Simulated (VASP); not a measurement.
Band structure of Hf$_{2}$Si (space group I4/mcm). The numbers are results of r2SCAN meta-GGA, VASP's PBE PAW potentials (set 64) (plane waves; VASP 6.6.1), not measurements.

Unless said otherwise, spin-orbit coupling is left out, though it shifts the bands of the heavy elements here.

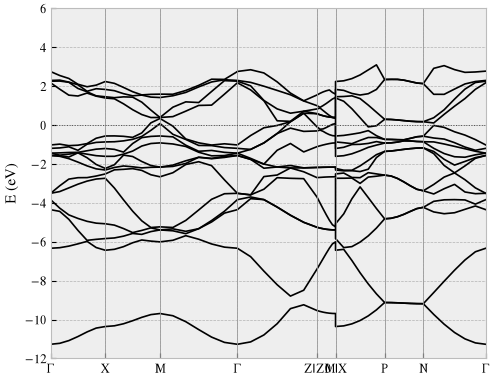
*Bands along high-symmetry lines, zero at the valence-band maximum or, without a gap, the Fermi level*

Read the plot: is there a gap, and where are the band edges?

It has no gap at this level: it comes out as a metal or semimetal.

The structure comes from a computed database's Hf2Si entry (I4/mcm); how it stands against other phases isn't given here. It was relaxed first.
